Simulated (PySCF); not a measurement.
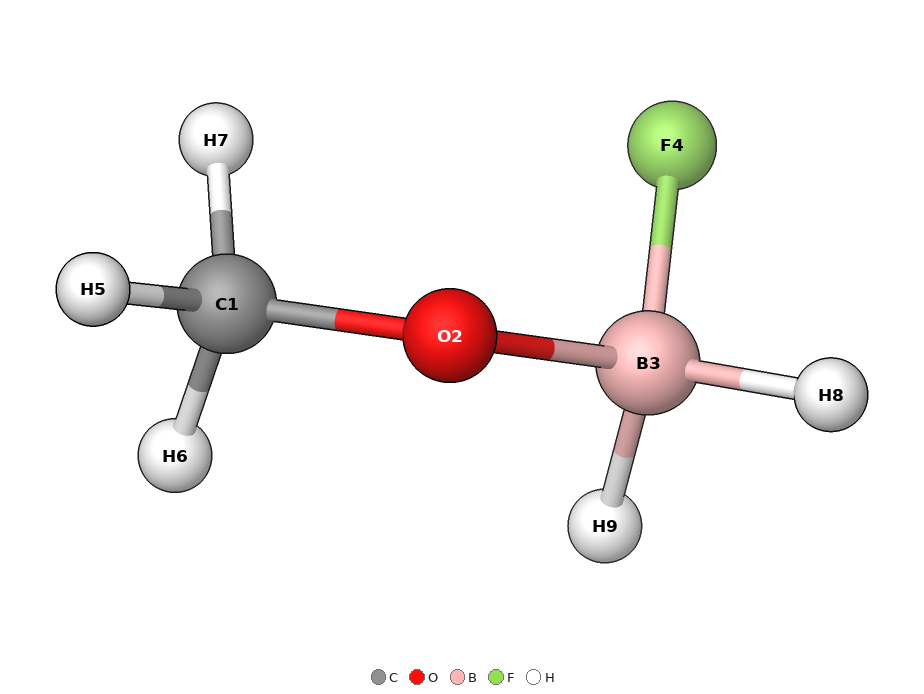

Charge −1, singlet. The geometry was computed by an optimisation with GFN2-xTB. No frequency run is at hand to confirm it as a minimum. Level of theory: B3LYP/pcJ-1 indirect spin-spin coupling, non-relativistic, gas phase (PySCF 2.14.0). Isotopes: 11B, 13C, 19F, 1H, 17O.

Give the spin–spin coupling constants of these pairs, with the number of bonds between them: C1/H6, C1/H7, O2/H8, O2/H7, O2/F4, F4/H9, H6/H7, C1/H8.

```
  pair  bonds apart  J (Hz)
C1, H6            1   133.5
C1, H7            1   139.7
O2, H8            2   −17.7
O2, H7            2    −3.9
O2, F4            2   −12.3
F4, H9            2    61.5
H6, H7            2    −9.2
C1, H8            3    11.7
```

Density functionals are unreliable for couplings to fluorine, so those rows may be far off.

The geometry is semi-empirical. Around B such bond lengths and angles can be off by a tenth of an ångström or more and by several degrees, and values that hang on the shape move with them.
